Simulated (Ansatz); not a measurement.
# CH₄AlGa: how energies converge with the basis set

How large a basis does CH₄AlGa need? Two functionals are run in growing sets.

Method: one geometry, several basis sets; program: Ansatz 0.2.0, Gaussian basis.

The runs, in order: PBE0-D4/def2-SVP; ωB97M-V/def2-SVP; PBE0-D4/def2-QZVPP; ωB97M-V/def2-QZVPP; the functionals' def2-TZVPP values are taken from earlier runs.

### 1 The relaxed structure

The geometry comes from an earlier relaxation with PBE0-D4 in a triple-zeta def2 set; it is a stationary point, not always the lowest conformer.

SMILES `[CH2]1[AlH][GaH]1`, 7 atoms, charge 0, spin multiplicity 1.

Atoms are counted from 1 here; the program's logs count them from 0.

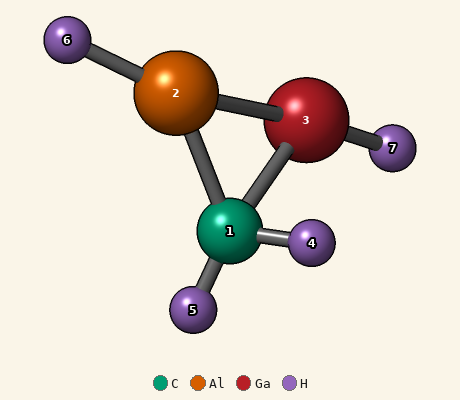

The geometry (carbon teal, aluminium orange, gallium red, hydrogen purple); atoms are numbered from 1 in the order of the file.

### 2 PBE0-D4 in def2-SVP

File in.yaml:

```yaml
crystal:
  periodic: [false, false, false]
  atoms:
    - {symbol: C, position_ang: [-0.596802, 0.160713, -0.541658]}
    - {symbol: Al, position_ang: [-0.161535, 0.754722, 1.217545]}
    - {symbol: Ga, position_ang: [1.131754, -0.873157, 0.030713]}
    - {symbol: H, position_ang: [-1.068482, -0.846889, -0.508041]}
    - {symbol: H, position_ang: [-0.962228, 0.663169, -1.438065]}
    - {symbol: H, position_ang: [-0.229385, 2.083641, 2.082913]}
    - {symbol: H, position_ang: [1.886679, -1.942179, -0.843406]}
basis:
  gaussian: {orbitals: def2-SVP}
hamiltonian: {xc: pbe0, dispersion: d4}
output: {orbitals: {seedname: orbitals}}
```

Started as:

```
$ ansatz run in.yaml --threads 2 --pin off --events-out ev --progress --plain --max-ram 4352MiB
```

Further steps of the session: ωB97M-V in def2-SVP; PBE0-D4 in def2-QZVPP; ωB97M-V in def2-QZVPP.

Q: Predict the results of all the runs planned. Wanted: PBE0-D4: double and triple zeta above quadruple; ωB97M-V: double and triple zeta above quadruple.

The runs gave:

| quantity | value |
| --- | --- |
| PBE0-D4: double and triple zeta above quadruple | 11.70, 1.44 eV |
| ωB97M-V: double and triple zeta above quadruple | 11.69, 1.40 eV |

**Reading.** For PBE0-D4 the step from double to triple zeta gains 10.26 eV and the next only 1.44 eV. These are total energies; as a rule much of such shifts cancels in differences, which this series doesn't test.
